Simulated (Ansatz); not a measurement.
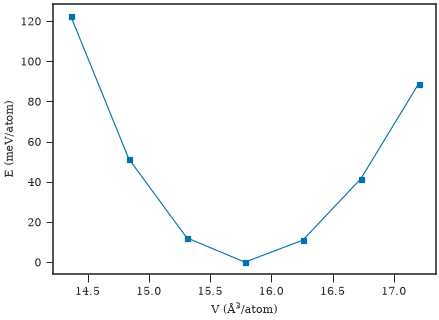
Fig. 1. Mo (bcc (W type), Im-3m) under volume change, the program Ansatz at the PBE level (PAW), scaled uniformly.

**Question.** What does a third-order Birch–Murnaghan fit give for V₀, B₀ and B′?

**Answer.** V₀ = 15.78 Å³/atom, B₀ = 260 GPa, B′ = 4.3.

Symmetry was held in the PBE relaxation. No spin polarisation was allowed.

Potentials: the later of the program's two PAW sets.
